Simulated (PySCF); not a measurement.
# FCI/STO-3G run of AlH3Cl− (SMILES [AlH3-][Cl])

Aim: the energy change on altering one bond length of AlH3Cl− at FCI/STO-3G, from 2 runs. Input form: a Python script.

The results are computed with PySCF 2.14.0.

12 further runs of the same task are left out: 1 that didn't finish, 11 set aside as unsound or not needed.

## 1. The molecule

AlH3Cl−: 5 atoms, total charge -1, spin state singlet. SMILES: `[AlH3-][Cl]`. The shape comes from GFN2-xTB, which is rough for such elements, and wasn't checked as a minimum.

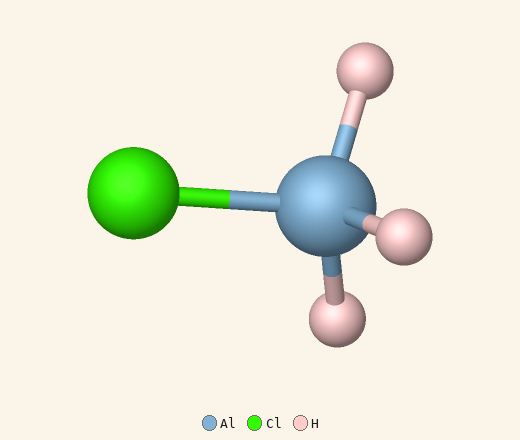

The structure, seen from a chosen angle (aluminium light blue, chlorine green, hydrogen pink).

## 2. The energy at FCI/STO-3G

calc.py

```python
# [AlH3-][Cl]
from pyscf import gto, scf, mcscf
from pyscf import fci

system = gto.M(
    atom='''
Al     0.109160    -0.000440    -0.082500
Cl    -1.562720    -0.002110     1.184250
H      0.226090     1.478490    -0.704190
H     -0.160190    -1.106410    -1.218300
H      1.387660    -0.369540     0.820730
''',
    basis='sto-3g',
    verbose=3,
    charge=-1,
    max_memory=1860,
)

hf = scf.RHF(system)
hf.conv_tol = 1e-10
hf.kernel()
if not hf.converged:
    hf = hf.newton().run(hf.mo_coeff, hf.mo_occ)

cas = mcscf.CASCI(hf, hf.mo_coeff.shape[-1] - 10, (system.nelec[0] - 10, system.nelec[1] - 10))  # full CI above the frozen core
cas.fcisolver = fci.direct_spin0.FCI(system)  # even spin states alone
cas.kernel()
print('<S^2> = %.4f' % cas.fcisolver.spin_square(cas.ci, cas.ncas, cas.nelecas)[0])
etot = cas.e_tot
print(f'total energy: {etot:.8f} hartree')
```

Run with:

```console
$ OMP_NUM_THREADS=1 python calc.py
```

Standard output:

```text
converged SCF energy = -695.309688128955
CASCI E = -695.362217849038  E(CI) = -30.6154331701194  S^2 = 0.0000000
<S^2> = 0.0000
total energy: -695.36221785 hartree
```

Run time: 2.2 s. Hardware: 1 thread of Arm Neoverse N1, shared host; peak memory 0.14 GiB.

## 3. The distorted shape, same level

mol.xyz

```xyz
5

Al     0.085778    -0.296180     0.041819
Cl    -1.586102    -0.297850     1.308569
H      0.226090     1.478490    -0.704190
H     -0.183572    -1.402150    -1.093981
H      1.364278    -0.665280     0.945049
```

calc.py

```python
from pyscf import gto, scf, mcscf
from pyscf import fci

molecule = gto.M(
    atom='mol.xyz',
    basis='sto-3g',
    spin=0,
    charge=-1,
    verbose=3,
    max_memory=1860,
)

mf = scf.RHF(molecule)
mf.conv_tol = 1e-10
mf.kernel()
if not mf.converged:
    mf = mf.newton().run(mf.mo_coeff, mf.mo_occ)

cas = mcscf.CASCI(mf, mf.mo_coeff.shape[-1] - 10, (molecule.nelec[0] - 10, molecule.nelec[1] - 10))  # full CI above the frozen core
cas.fcisolver = fci.direct_spin0.FCI(molecule)  # even spin states alone
cas.kernel()
print('<S^2> = %.4f' % cas.fcisolver.spin_square(cas.ci, cas.ncas, cas.nelecas)[0])
e_tot = cas.e_tot
print('E = %.10f Eh' % e_tot)
```

Run with:

```console
$ OMP_NUM_THREADS=1 python calc.py
```

Standard output:

```text
converged SCF energy = -695.262479770188
CASCI E = -695.323108953636  E(CI) = -30.2810616926928  S^2 = 0.0000000
<S^2> = 0.0000
E = -695.3231089536 Eh
```

It took 2.2 s on 1 thread of Arm Neoverse N1, shared host; peak memory 0.14 GiB.

## 4. Results

Level: FCI/STO-3G, 10 core orbitals frozen.

| quantity | value |
| --- | --- |
| first shape: total energy | -695.36222 Eh |
| first shape: HOMO energy (Hartree–Fock orbitals) | -2.14 eV |
| first shape: LUMO energy (Hartree–Fock orbitals) | 20.19 eV |
| first shape: HOMO–LUMO gap (to an unbound level, set by the basis) | 22.32 eV |
| first shape: correlation energy (10 core orbitals frozen) | -52.5 mEh |
| distorted shape: total energy | -695.32311 Eh |
| distorted shape: HOMO energy (Hartree–Fock orbitals) | -1.23 eV |
| distorted shape: LUMO energy (Hartree–Fock orbitals) | 17.77 eV |
| distorted shape: HOMO–LUMO gap (to an unbound level, set by the basis) | 19.00 eV |
| distorted shape: correlation energy (10 core orbitals frozen) | -60.6 mEh |
| energy change with the Al1–H3 bond stretched from 1.609 to 1.930 Å | 1.064 eV |

With the Al1–H3 bond stretched from 1.609 to 1.930 Å the energy rises by 1.06 eV (103 kJ/mol). The first shape isn't relaxed at this level, so the change isn't measured from a minimum. The minimal basis adds a large error of its own. Mulliken charges (first shape) of the mean-field density run from -0.67 on Cl2 to +0.82 on Al1; they depend strongly on the basis. Mulliken charges (distorted shape) of the mean-field density run from -0.65 on Cl2 to +0.83 on Al1.
